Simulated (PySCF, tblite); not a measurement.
# C₅H₇BF radical: geometry, infrared bands and EPR parameters

Aim: predict the infrared bands and EPR parameters of C₅H₇BF radical (`C[CH]BC1=C(F)C1`).

Programs: tblite 0.8.0 and PySCF 2.14.0, with density-fitted response routines of our own. Each step states its level of theory. These are calculated values for one molecule in the gas phase, unless marked as measured. Atoms are numbered from 0 throughout.

## Step 1: Starting geometry

14 atoms, charge 0, multiplicity 2; geometry from: force field or distance geometry start.

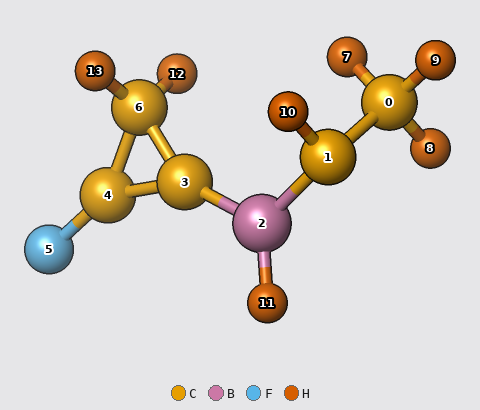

As it starts; carbon amber, boron pink, fluorine blue, hydrogen orange, atoms numbered.

## Step 2: Relaxing the molecule with GFN2-xTB

What the job is given:

```
{"job": {"kind": "relax", "xc": "GFN2-xTB", "basis": "xTB"}, "charge": 0, "multiplicity": 2}
C      1.998500    -0.306400    -0.857000
C      1.666000     0.694000     0.244300
B      0.495000     0.171900     1.190300
C     -0.959700     0.021000     0.609200
C     -2.359400    -0.327300     0.805400
F     -3.387200    -0.738000     1.585400
C     -1.865300     0.089900    -0.449300
H      1.121200    -0.429100    -1.524500
H      2.282100    -1.289500    -0.423600
H      2.838300     0.079200    -1.449400
H      1.401400     1.674500    -0.181800
H      0.688200    -0.043200     2.331100
H     -1.769300    -0.732600    -1.174900
H     -2.150400     1.120100    -0.727200
```

Command:

```bash
> OMP_NUM_THREADS=1 python probes_run.py task.json out
```

One launch serves the whole session: the jobs run in the order shown.

**Question.** This job is followed by: GFN2-xTB harmonic vibrations, gas phase; UKS B3LYP, pcH-1 on B C F H, non-relativistic, mean-field spin-orbit, GIAO. Predict these results of the whole session: strongest single infrared mode (GFN2-xTB); zero-point energy (GFN2-xTB); g(iso) (B3LYP); ⟨S²⟩; largest a(iso) (averaged by class); surface potential, least and greatest.

**Answer**, as computed:

| quantity | value |
| --- | --- |
| strongest single infrared mode (GFN2-xTB) | 1881 cm⁻¹, 542 km/mol |
| zero-point energy (GFN2-xTB) | 64.5 kcal/mol |
| g(iso) (B3LYP) | 2.00287 |
| ⟨S²⟩ | 0.760 (exact 0.75) |
| largest a(iso) (averaged by class) | 1H on H7, H8, H9, 67.9 MHz |
| surface potential, least and greatest | -0.50 V and 0.82 V |

**Reading.** Relaxing lowered the energy by 2.318 eV in 98 steps; the close pair that moved most is C3–C6, from 1.395 to 1.545 Å. All 36 modes are real, so the xTB geometry is a minimum. The strongest single mode, at 1881 cm⁻¹, moves mainly C4 and C3. Unscaled tight-binding wavenumbers are off by several per cent, some by more. Its intensities can rank the bands wrongly. C1 carries the largest spin population, 0.77 e. The isotropic g lies 0.6 ppt above the free-electron value.
